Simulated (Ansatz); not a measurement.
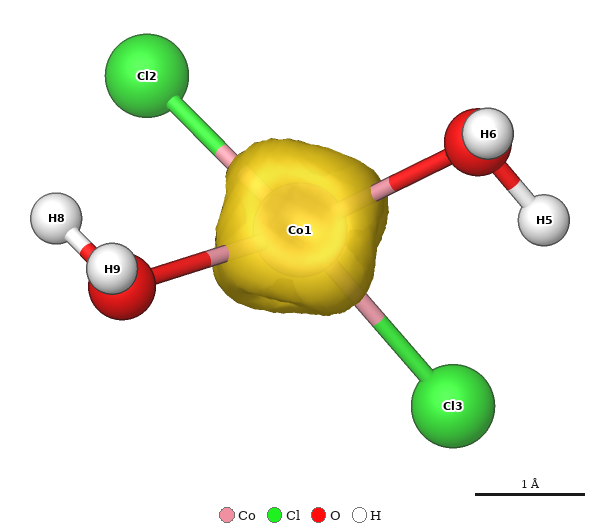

*Cl2CoH4O2 (CoCl2(H2O)2) (quartet). Isosurface of the spin density (α minus β) at +0.15 e/Å³ (yellow), seen from one side.*

Geometry: B3LYP-D4/def2-SVP.

Computed with Ansatz 0.2.0, UKS PBE0-D4/def2-TZVP.

```tsv
atom	x (Å)	y (Å)	z (Å)
Co	0.6079	-0.0305	0.3637
Cl	1.5289	-2.0600	0.2446
Cl	1.0851	1.9289	1.3196
O	0.3981	1.0667	-1.4165
H	0.6192	1.9178	-0.9794
H	-0.4175	1.2078	-1.9177
O	-1.1372	-1.0298	0.9739
H	-0.7119	-1.9134	0.9230
H	-1.9726	-1.0875	0.4889
```

> Where is the unpaired spin?

The unpaired spin (3 electrons) lies mostly on Co1 (about 2.7), Cl2 (about 0.1) and Cl3 (about 0.1), in electrons by Hirshfeld's partition.
